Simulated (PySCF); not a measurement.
# C2H7ClSi2: NMR shifts at several levels of theory

How much do the NMR shifts of C2H7ClSi2 (`[SiH3]/C=C(/[SiH3])Cl`) depend on the level of theory, and what does each level cost?

Computed with PySCF 2.14.0, with density-fitted response routines of our own, on a single molecule in the gas phase. Atoms are numbered from 0 throughout.

**1. The starting structure**

12 atoms, charge 0, multiplicity 1; geometry from: GFN2-xTB.

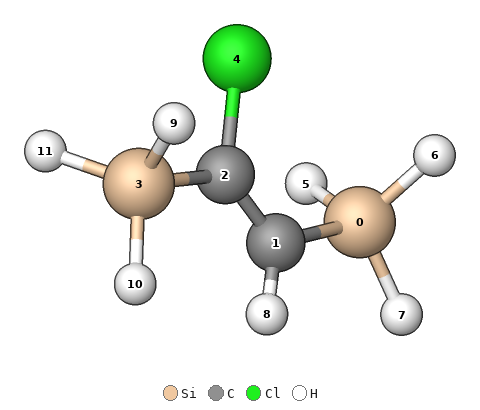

The starting geometry (silicon light orange, carbon grey, chlorine green, hydrogen white), atoms numbered.

**2. Optimising the geometry at PBE0-D3(BJ)/def2-SVP**

The job: settings as JSON, then the geometry in Å.

```
{"job": {"xc": "PBE0", "basis": "def2-SVP", "d3": "d3bj", "grid": 1, "kind": "geom"}, "charge": 0, "multiplicity": 1}
Si     2.315414     0.178519     0.167082
C      0.557565    -0.493571     0.048093
C     -0.530682     0.266484     0.029077
Si    -2.347225    -0.253583    -0.085656
Cl    -0.323553     1.992307     0.119789
H      2.584916     1.038577    -0.985928
H      2.462089     0.935012     1.411216
H      3.224319    -0.969980     0.163886
H      0.396767    -1.561508    -0.009622
H     -3.036244     0.235670     1.107644
H     -2.387638    -1.714623    -0.154842
H     -2.914529     0.346010    -1.292635
```

Log:

```text
step   0  E = -1118.69988596  max force = 0.016248
step   1  E = -1118.70263425  max force = 0.003882
step   2  E = -1118.70269684  max force = 0.001059
step   3  E = -1118.70272449  max force = 0.000850
step   4  E = -1118.70272786  max force = 0.000454
step   5  E = -1118.70272981  max force = 0.000070
optimisation converged
```

Run time: 30 s. Hardware: 1 thread, shared host.

The steps of the relaxation:

```
step  energy from step 0 (eV)  largest force component (eV/Å)
   0                   0.0000                          0.8355
   1                  -0.0748                          0.1996
   2                  -0.0765                          0.0545
   3                  -0.0772                          0.0437
   4                  -0.0773                          0.0233
   5                  -0.0774                          0.0036
```

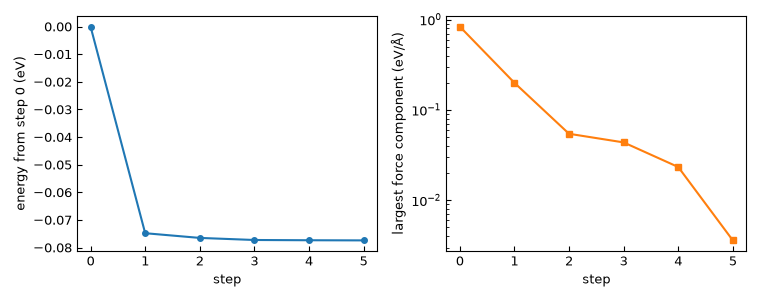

Energy and largest force along the relaxation.

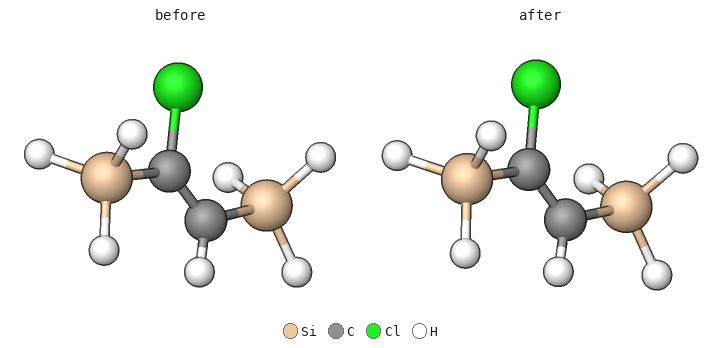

The geometry before (left) and after (right).

Distances of close pairs at the start and the end, largest changes first:

```
   bond  before (Å)  after (Å)  change (Å)
 Si0–H5       1.463      1.493      +0.030
 Si3–H9       1.462      1.492      +0.030
 Si0–H6       1.463      1.493      +0.030
Si3–H11       1.462      1.492      +0.030
Si3–H10       1.463      1.493      +0.030
 Si0–H7       1.465      1.494      +0.029
  C1–H8       1.082      1.097      +0.016
 C2–Cl4       1.741      1.754      +0.013
```

The next job starts from the end point, and lists it.

```
                         at the end point                value
  point group (found at 0.08 Å tolerance)                   Cs
rotational constants (GHz, main isotopes)  3.784, 1.372, 1.032
                        dipole moment (D)                 1.22
```

**3. NMR shieldings: PBE0/cc-pVDZ**

The job: settings as JSON, then the geometry in Å.

```
{"job": {"kind": "nmr", "xc": "PBE0", "basis": "cc-pVDZ", "pop": true}, "charge": 0, "multiplicity": 1}
Si     1.759888     1.202366     0.865128
C     -0.007551     0.568865     0.750941
C     -1.098949     1.347176     0.731193
Si    -2.890419     0.775581     0.617538
Cl    -0.930801     3.090914     0.818200
H      2.081335     2.076265    -0.302076
H      1.961453     1.975544     2.126375
H      2.678091     0.024464     0.861437
H     -0.188443    -0.511988     0.693417
H     -3.637320     1.242603     1.821518
H     -2.903712    -0.715393     0.545981
H     -3.520092     1.357908    -0.603042
```

Method: GIAO PBE0/cc-pVDZ NMR shielding, non-relativistic, gas phase.

Log:

```text
coarse grid: 11384 points
cycle   1  E = -1119.0367899764  dE =  1.980e-01  |g| = 2.650e-01  |ddm| = 5.979e+00
cycle   2  E = -1119.0258847916  dE =  1.091e-02  |g| = 3.410e-01  |ddm| = 1.087e+00
cycle   3  E = -1119.0544148617  dE = -2.853e-02  |g| = 8.394e-02  |ddm| = 5.775e-01
cycle   4  E = -1119.0563794830  dE = -1.965e-03  |g| = 1.849e-02  |ddm| = 1.669e-01
cycle   5  E = -1119.0564812144  dE = -1.017e-04  |g| = 4.196e-03  |ddm| = 4.490e-02
cycle   6  E = -1119.0564859925  dE = -4.778e-06  |g| = 1.569e-03  |ddm| = 9.738e-03
final grid: 95624 points
cycle   7  E = -1119.0779931171  dE = -2.997e-06  |g| = 6.317e-03  |ddm| = 3.749e-02
cycle   8  E = -1119.0779801039  dE =  1.301e-05  |g| = 9.236e-03  |ddm| = 2.678e-02
cycle   9  E = -1119.0780048363  dE = -2.473e-05  |g| = 6.089e-04  |ddm| = 1.577e-02
cycle  10  E = -1119.0780049285  dE = -9.220e-08  |g| = 1.910e-04  |ddm| = 1.340e-03
cycle  11  E = -1119.0780049373  dE = -8.805e-09  |g| = 6.281e-05  |ddm| = 3.588e-04
cycle  12  E = -1119.0780049385  dE = -1.163e-09  |g| = 1.159e-05  |ddm| = 1.288e-04
cycle  13  E = -1119.0780049385  dE = -4.275e-11  |g| = 1.656e-06  |ddm| = 3.264e-05
converged SCF energy = -1119.0780049385

GIAO shielding tensors (ppm)
atom      isotropic    diamagn.    paramagn.     s11        s22        s33       span
  0 Si     495.415     882.416    -387.001    482.012    489.611    514.624     32.612
  1 C       58.376     252.262    -193.886    -60.818     70.802    165.144    225.962
  2 C       37.695     250.258    -212.563    -75.066     60.584    127.566    202.631
  3 Si     474.609     882.273    -407.664    432.869    475.049    515.909     83.041
  4 Cl     685.952    1146.982    -461.029    430.222    720.286    907.348    477.126
  5 H       27.040      29.043      -2.002     23.537     25.978     31.606      8.069
  6 H       27.037      28.152      -1.114     23.529     25.990     31.593      8.063
  7 H       27.442      29.286      -1.844     24.144     25.519     32.663      8.519
  8 H       24.564      33.853      -9.289     22.127     22.907     28.657      6.530
  9 H       26.990      27.742      -0.752     23.830     25.584     31.555      7.726
 10 H       27.098      29.682      -2.584     23.556     25.896     31.840      8.284
 11 H       26.991      28.557      -1.566     23.824     25.594     31.556      7.731
```

Run time: 11 s. Hardware: 1 thread, shared host.

The references, computed at this level on geometries of the same kind, shield at (ppm): 1H TMS 31.29, 13C TMS 196.8, 29Si TMS 418.6, 35Cl HCl 961. Their shielding less the atom's gives the shift. The references are single molecules in the gas phase. Atoms listed in one row are averaged.

```
       atoms                        environment  σ (ppm)  δ (ppm)
          C2    fully substituted alkene carbon     37.7    159.1
          C1                          alkene CH     58.4    138.4
          H8           hydrogen on an alkene CH    24.56     6.73
H9, H10, H11  hydrogen on a silicon bonded to C    27.03     4.26
  H5, H6, H7  hydrogen on a silicon bonded to C    27.17     4.12
         Si3           silicon bonded to C, 3 H    474.6    -56.0
         Si0           silicon bonded to C, 3 H    495.4    -76.8
         Cl4               chlorine bonded to C      686      275
```

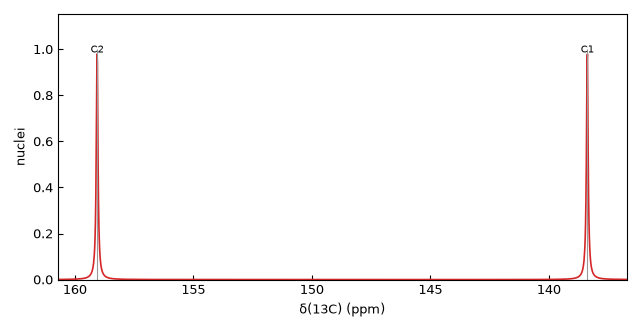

13C lines at the computed shifts, without couplings. Lines are broadened to a width of 0.08 ppm (Lorentzian).

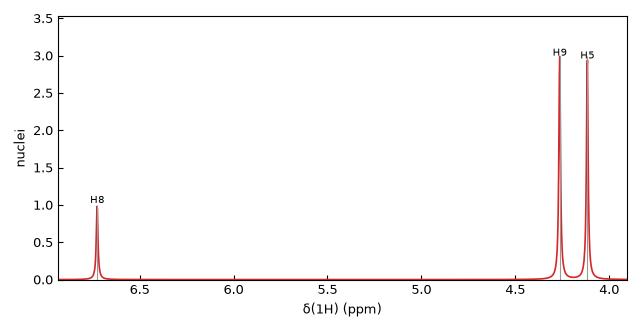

1H lines at the computed shifts, without couplings. Lines are broadened to a width of 0.01 ppm (Lorentzian).

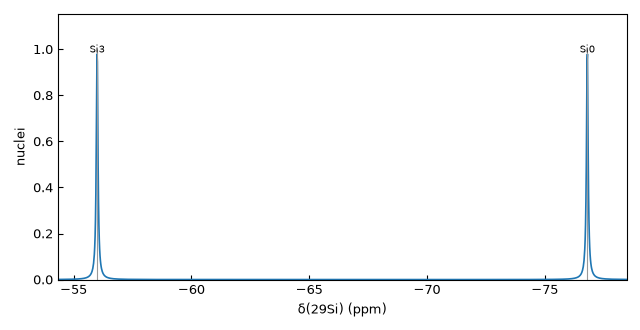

29Si lines at the computed shifts, without couplings. Lines are broadened to a width of 0.08 ppm (Lorentzian).

Charges from the same density, by scheme (e):

```
atoms  Mulliken    IAO  Hirshfeld  ESP fit
  Si0      0.25   0.56       0.29     0.20
   C1     -0.11  -0.42      -0.14    -0.10
   C2     -0.24  -0.24      -0.06    -0.15
  Si3      0.32   0.58       0.30     0.22
  Cl4     -0.06  -0.04      -0.01    -0.04
```

IAO charges:

```
atom  value (e)
 Si0       0.56
  C1      -0.42
  C2      -0.24
 Si3       0.58
 Cl4      -0.04
  H5      -0.10
  H6      -0.10
  H7      -0.11
  H8       0.17
  H9      -0.10
 H10      -0.11
 H11      -0.10
```

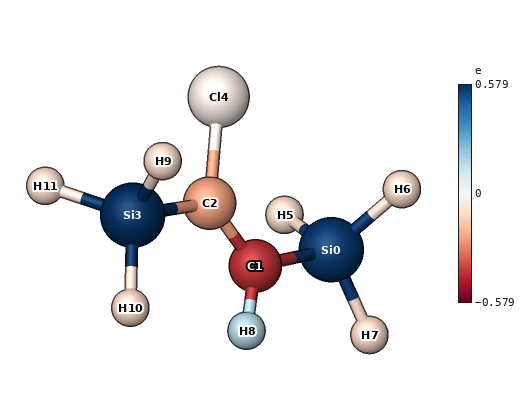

IAO charges, as colours on the atoms.

Mayer bond orders: Si0–C1 0.98, C1–C2 1.85, C2–Si3 0.95, C2–Cl4 1.03.

**4. NMR shieldings: PBE0/cc-pVTZ**

Settings changed since step 3:

```diff
@@ -1,2 +1,2 @@
-{"job": {"kind": "nmr", "xc": "PBE0", "basis": "cc-pVDZ", "pop": true}, "charge": 0, "multiplicity": 1}
+{"job": {"kind": "nmr", "xc": "PBE0", "basis": "cc-pVTZ", "pop": true}, "charge": 0, "multiplicity": 1}
 Si     1.759888     1.202366     0.865128
```

With the program's defaults for keys left out, this is: GIAO PBE0/cc-pVTZ NMR shielding, non-relativistic, gas phase.

Log:

```text
coarse grid: 11384 points
cycle   1  E = -1119.1095729897  dE =  1.471e-01  |g| = 2.958e-01  |ddm| = 6.196e+00
cycle   2  E = -1119.0990322017  dE =  1.054e-02  |g| = 3.536e-01  |ddm| = 9.596e-01
cycle   3  E = -1119.1274549742  dE = -2.842e-02  |g| = 1.011e-01  |ddm| = 5.590e-01
cycle   4  E = -1119.1300693824  dE = -2.614e-03  |g| = 2.706e-02  |ddm| = 1.661e-01
cycle   5  E = -1119.1302578245  dE = -1.884e-04  |g| = 6.492e-03  |ddm| = 4.593e-02
cycle   6  E = -1119.1302679290  dE = -1.010e-05  |g| = 2.735e-03  |ddm| = 1.265e-02
cycle   7  E = -1119.1302698786  dE = -1.950e-06  |g| = 4.946e-04  |ddm| = 4.374e-03
final grid: 95624 points
cycle   8  E = -1119.1459259431  dE = -2.652e-05  |g| = 4.391e-03  |ddm| = 6.185e-02
cycle   9  E = -1119.1459231625  dE =  2.781e-06  |g| = 5.339e-03  |ddm| = 1.601e-02
cycle  10  E = -1119.1459306967  dE = -7.534e-06  |g| = 9.115e-04  |ddm| = 8.727e-03
cycle  11  E = -1119.1459308980  dE = -2.013e-07  |g| = 1.955e-04  |ddm| = 1.324e-03
cycle  12  E = -1119.1459309038  dE = -5.818e-09  |g| = 1.175e-04  |ddm| = 3.804e-04
cycle  13  E = -1119.1459309075  dE = -3.672e-09  |g| = 2.117e-05  |ddm| = 1.836e-04
cycle  14  E = -1119.1459309076  dE = -1.310e-10  |g| = 4.016e-06  |ddm| = 3.463e-05
converged SCF energy = -1119.1459309076

GIAO shielding tensors (ppm)
atom      isotropic    diamagn.    paramagn.     s11        s22        s33       span
  0 Si     438.026     886.871    -448.845    423.077    423.224    467.778     44.701
  1 C       43.022     253.201    -210.178    -82.572     56.788    154.851    237.422
  2 C       21.434     249.005    -227.571   -102.804     48.410    118.696    221.501
  3 Si     414.665     886.207    -471.542    372.731    404.290    466.974     94.243
  4 Cl     663.020    1145.901    -482.881    387.182    707.157    894.722    507.540
  5 H       26.950      29.115      -2.166     23.691     25.956     31.202      7.512
  6 H       26.946      28.006      -1.060     23.682     25.968     31.188      7.506
  7 H       27.347      29.398      -2.051     24.234     25.492     32.315      8.081
  8 H       24.357      33.844      -9.486     21.759     22.920     28.394      6.635
  9 H       26.928      27.392      -0.464     24.039     25.602     31.143      7.104
 10 H       27.002      29.949      -2.947     23.723     25.787     31.497      7.774
 11 H       26.930      28.484      -1.554     24.034     25.613     31.144      7.109
```

Run time: 34 s. Hardware: 1 thread, shared host.

In short: δ C2 165.9, C1 144.3, Si3 -54.7, Si0 -78.0, H8 6.93, H9 4.34 ppm (means over like atoms).

**5. Nuclear shieldings: PBE0/aug-cc-pVDZ**

Settings changed since step 4:

```diff
@@ -1,2 +1,2 @@
-{"job": {"kind": "nmr", "xc": "PBE0", "basis": "cc-pVTZ", "pop": true}, "charge": 0, "multiplicity": 1}
+{"job": {"kind": "nmr", "xc": "PBE0", "basis": "aug-cc-pVDZ", "pop": true}, "charge": 0, "multiplicity": 1}
 Si     1.759888     1.202366     0.865128
```

With the program's defaults for keys left out, this is: GIAO PBE0/aug-cc-pVDZ NMR shielding, non-relativistic, gas phase.

Log:

```text
coarse grid: 11384 points
cycle   1  E = -1119.0455145559  dE =  1.928e-01  |g| = 2.640e-01  |ddm| = 8.353e+00
cycle   2  E = -1119.0344409230  dE =  1.107e-02  |g| = 3.388e-01  |ddm| = 1.489e+00
cycle   3  E = -1119.0627519073  dE = -2.831e-02  |g| = 8.333e-02  |ddm| = 7.279e-01
cycle   4  E = -1119.0646638006  dE = -1.912e-03  |g| = 2.100e-02  |ddm| = 2.159e-01
cycle   5  E = -1119.0647923136  dE = -1.285e-04  |g| = 5.294e-03  |ddm| = 7.431e-02
cycle   6  E = -1119.0648001877  dE = -7.874e-06  |g| = 1.868e-03  |ddm| = 1.686e-02
final grid: 95624 points
cycle   7  E = -1119.0863552943  dE = -5.242e-06  |g| = 6.669e-03  |ddm| = 1.272e-01
cycle   8  E = -1119.0863386333  dE =  1.666e-05  |g| = 1.011e-02  |ddm| = 4.558e-02
cycle   9  E = -1119.0863682567  dE = -2.962e-05  |g| = 6.461e-04  |ddm| = 2.600e-02
cycle  10  E = -1119.0863683567  dE = -9.999e-08  |g| = 2.234e-04  |ddm| = 1.534e-03
cycle  11  E = -1119.0863683690  dE = -1.231e-08  |g| = 6.830e-05  |ddm| = 5.885e-04
cycle  12  E = -1119.0863683703  dE = -1.385e-09  |g| = 1.539e-05  |ddm| = 1.741e-04
cycle  13  E = -1119.0863683704  dE = -7.867e-11  |g| = 2.242e-06  |ddm| = 4.937e-05
converged SCF energy = -1119.0863683704

GIAO shielding tensors (ppm)
atom      isotropic    diamagn.    paramagn.     s11        s22        s33       span
  0 Si     496.510     898.656    -402.146    474.422    490.346    524.761     50.339
  1 C       57.653     214.175    -156.523    -60.339     70.048    163.249    223.588
  2 C       36.529     226.375    -189.847    -77.773     60.934    126.426    204.199
  3 Si     473.686     901.238    -427.552    425.392    468.437    527.230    101.838
  4 Cl     686.028    1147.129    -461.101    425.904    722.648    909.531    483.627
  5 H       26.933      29.366      -2.433     23.564     25.880     31.354      7.789
  6 H       26.929      28.029      -1.099     23.557     25.892     31.339      7.782
  7 H       27.361      30.054      -2.693     24.159     25.428     32.496      8.337
  8 H       24.394      36.341     -11.947     22.018     22.853     28.312      6.295
  9 H       26.913      27.882      -0.969     23.875     25.573     31.292      7.416
 10 H       26.991      32.919      -5.929     23.604     25.759     31.609      8.006
 11 H       26.915      29.506      -2.591     23.871     25.583     31.292      7.421
```

Run time: 21 s. Hardware: 1 thread, shared host.

This run: δ C2 158.6, C1 137.5, Si3 -57.0, Si0 -79.8, H8 7.00, H9 4.46 ppm (means over like atoms).

**6. NMR shieldings: PBE0/IGLO-III**

Settings changed since step 5:

```diff
@@ -1,2 +1,2 @@
-{"job": {"kind": "nmr", "xc": "PBE0", "basis": "aug-cc-pVDZ", "pop": true}, "charge": 0, "multiplicity": 1}
+{"job": {"kind": "nmr", "xc": "PBE0", "basis": "IGLO-III", "pop": true}, "charge": 0, "multiplicity": 1}
 Si     1.759888     1.202366     0.865128
```

With the program's defaults for keys left out, this is: GIAO PBE0/IGLO-III NMR shielding, non-relativistic, gas phase.

Log:

```text
coarse grid: 11384 points
cycle   1  E = -1119.0981439293  dE =  6.159e-02  |g| = 3.545e-01  |ddm| = 2.820e+00
cycle   2  E = -1119.0875597535  dE =  1.058e-02  |g| = 3.605e-01  |ddm| = 5.349e-01
cycle   3  E = -1119.1135417197  dE = -2.598e-02  |g| = 1.427e-01  |ddm| = 2.779e-01
cycle   4  E = -1119.1185505870  dE = -5.009e-03  |g| = 3.544e-02  |ddm| = 1.415e-01
cycle   5  E = -1119.1188518210  dE = -3.012e-04  |g| = 7.088e-03  |ddm| = 4.716e-02
cycle   6  E = -1119.1188609402  dE = -9.119e-06  |g| = 3.907e-03  |ddm| = 8.416e-03
cycle   7  E = -1119.1188646961  dE = -3.756e-06  |g| = 5.451e-04  |ddm| = 3.994e-03
final grid: 95624 points
cycle   8  E = -1119.1356515674  dE = -6.500e-05  |g| = 5.160e-03  |ddm| = 3.210e-02
cycle   9  E = -1119.1356486152  dE =  2.952e-06  |g| = 5.628e-03  |ddm| = 1.149e-02
cycle  10  E = -1119.1356563372  dE = -7.722e-06  |g| = 1.300e-03  |ddm| = 6.071e-03
cycle  11  E = -1119.1356567017  dE = -3.645e-07  |g| = 3.354e-04  |ddm| = 1.232e-03
cycle  12  E = -1119.1356567206  dE = -1.891e-08  |g| = 1.722e-04  |ddm| = 3.300e-04
cycle  13  E = -1119.1356567280  dE = -7.412e-09  |g| = 3.140e-05  |ddm| = 1.551e-04
cycle  14  E = -1119.1356567282  dE = -2.733e-10  |g| = 4.400e-06  |ddm| = 5.216e-05
converged SCF energy = -1119.1356567282

GIAO shielding tensors (ppm)
atom      isotropic    diamagn.    paramagn.     s11        s22        s33       span
  0 Si     432.733     888.502    -455.769    418.097    422.891    457.212     39.115
  1 C       35.654     257.474    -221.820    -93.446     49.661    150.747    244.193
  2 C       12.790     248.389    -235.599   -116.113     39.692    114.791    230.904
  3 Si     410.276     888.627    -478.350    368.106    405.158    457.565     89.459
  4 Cl     632.972    1145.894    -512.922    346.603    679.283    873.029    526.426
  5 H       26.909      29.353      -2.444     23.704     25.935     31.090      7.386
  6 H       26.906      28.369      -1.463     23.695     25.947     31.076      7.381
  7 H       27.291      29.649      -2.359     24.197     25.483     32.192      7.996
  8 H       24.508      34.522     -10.014     22.010     23.086     28.429      6.419
  9 H       26.880      28.262      -1.382     24.009     25.579     31.053      7.044
 10 H       26.982      30.627      -3.645     23.758     25.775     31.414      7.657
 11 H       26.882      29.280      -2.399     24.004     25.589     31.053      7.049
```

Wall time 32 s (1 thread, shared host).

In short: δ C2 171.0, C1 148.1, Si3 -64.9, Si0 -87.4, H8 6.87, H9 4.46 ppm (means over like atoms).

**7. Shielding tensors: PBE0/pcSseg-0**

Settings changed since step 6:

```diff
@@ -1,2 +1,2 @@
-{"job": {"kind": "nmr", "xc": "PBE0", "basis": "IGLO-III", "pop": true}, "charge": 0, "multiplicity": 1}
+{"job": {"kind": "nmr", "xc": "PBE0", "basis": "pcSseg-0", "pop": true}, "charge": 0, "multiplicity": 1}
 Si     1.759888     1.202366     0.865128
```

Method: GIAO PBE0/pcSseg-0 NMR shielding, non-relativistic, gas phase.

Log:

```text
coarse grid: 11384 points
cycle   1  E = -1117.5389777592  dE =  8.502e-02  |g| = 2.724e-01  |ddm| = 3.549e+00
cycle   2  E = -1117.5239996685  dE =  1.498e-02  |g| = 3.746e-01  |ddm| = 8.524e-01
cycle   3  E = -1117.5592028009  dE = -3.520e-02  |g| = 7.453e-02  |ddm| = 4.647e-01
cycle   4  E = -1117.5607647709  dE = -1.562e-03  |g| = 1.495e-02  |ddm| = 1.306e-01
cycle   5  E = -1117.5608246757  dE = -5.990e-05  |g| = 3.803e-03  |ddm| = 2.657e-02
cycle   6  E = -1117.5608279426  dE = -3.267e-06  |g| = 1.385e-03  |ddm| = 7.664e-03
final grid: 95624 points
cycle   7  E = -1117.6706734242  dE = -9.041e-06  |g| = 1.696e-03  |ddm| = 1.602e-02
cycle   8  E = -1117.6706729353  dE =  4.889e-07  |g| = 2.199e-03  |ddm| = 5.976e-03
cycle   9  E = -1117.6706742317  dE = -1.296e-06  |g| = 5.484e-04  |ddm| = 3.254e-03
cycle  10  E = -1117.6706743088  dE = -7.708e-08  |g| = 4.346e-05  |ddm| = 6.310e-04
cycle  11  E = -1117.6706743092  dE = -3.924e-10  |g| = 2.879e-05  |ddm| = 1.288e-04
converged SCF energy = -1117.6706743092

GIAO shielding tensors (ppm)
atom      isotropic    diamagn.    paramagn.     s11        s22        s33       span
  0 Si     466.054     879.623    -413.569    436.977    440.650    520.536     83.558
  1 C       46.345     262.374    -216.029    -79.731     58.442    160.324    240.055
  2 C       28.640     267.429    -238.788    -95.532     55.086    126.368    221.900
  3 Si     439.389     879.899    -440.510    374.873    421.819    521.473    146.600
  4 Cl     663.509    1146.648    -483.139    402.320    695.016    893.192    490.873
  5 H       28.390      27.960       0.430     24.295     27.408     33.468      9.173
  6 H       28.388      28.176       0.212     24.290     27.416     33.457      9.167
  7 H       28.745      28.152       0.593     24.965     26.992     34.279      9.313
  8 H       26.335      33.631      -7.296     24.065     25.076     29.863      5.798
  9 H       28.251      28.390      -0.138     24.375     26.919     33.461      9.086
 10 H       28.344      28.175       0.169     23.979     27.558     33.495      9.516
 11 H       28.253      28.171       0.082     24.370     26.927     33.462      9.092
```

Run time: 5.1 s. Hardware: 1 thread, shared host.

Key values: δ C2 164.9, C1 147.2, Si3 -90.9, Si0 -117.5, H8 6.50, H9 4.55 ppm (means over like atoms).

**8. Run by run: NMR shifts**

Shifts (ppm) of some atoms, chosen among heavy atoms and hydrogens apart, means over like atoms, with basis size and wall time:

```
             run     C2     C1    H8    H9    Si3     Si0  Cl4  functions   time
    PBE0/cc-pVDZ  159.1  138.4  6.73  4.26  -56.0   -76.8  275        117   11 s
    PBE0/cc-pVTZ  165.9  144.3  6.93  4.34  -54.7   -78.0  289        260   34 s
PBE0/aug-cc-pVDZ  158.6  137.5  7.00  4.46  -57.0   -79.8  282        190   21 s
   PBE0/IGLO-III  171.0  148.1  6.87  4.46  -64.9   -87.4  312        272   32 s
   PBE0/pcSseg-0  164.9  147.2  6.50  4.55  -90.9  -117.5  289         71  5.1 s
```

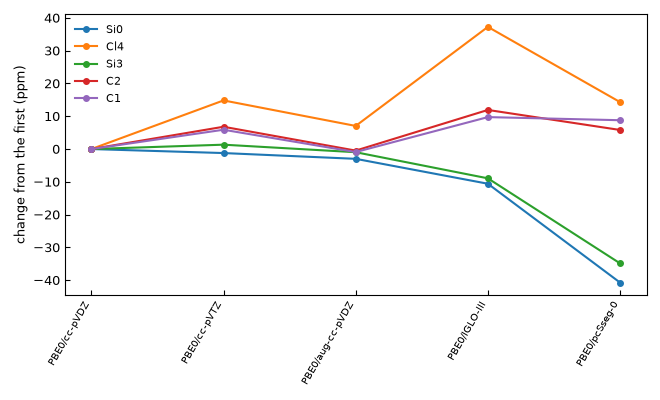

How five of the tabulated atoms move from run to run.

**9. Results**

| quantity | value |
| --- | --- |
| point group | Cs |
| rotational constants (main isotopes) | 3.78, 1.37, 1.03 GHz |
| 13C shifts against TMS (PBE0/cc-pVDZ) | 159.1, 138.4 ppm |
| 1H shifts against TMS (PBE0/cc-pVDZ, means over atoms taken as alike) | 6.73, 4.26, 4.12 ppm |
| 29Si shifts against TMS (PBE0/cc-pVDZ) | -56.0, -76.8 ppm |
| 35Cl shifts against HCl (PBE0/cc-pVDZ) | 275 ppm |
| range of the shift of Si0 | -117.5 to -76.8 ppm |

In words: Single values in the summary come from the first run of each kind that ended normally (PBE0/cc-pVDZ), which need not be the best level. Over 5 steps the energy fell by 0.077 eV; of the close pairs, Si0–H5 changed most, 1.463 to 1.493 Å. No frequency check was run at this level, so the end point may be a saddle. At PBE0/cc-pVDZ: Shielding is most anisotropic at Cl4 (span 477 ppm, paramagnetic term -461 ppm). In ppm, Si0 moves most: its shift spreads over 40.7 ppm, from -117.5 (PBE0/pcSseg-0) to -76.8 (PBE0/cc-pVDZ).
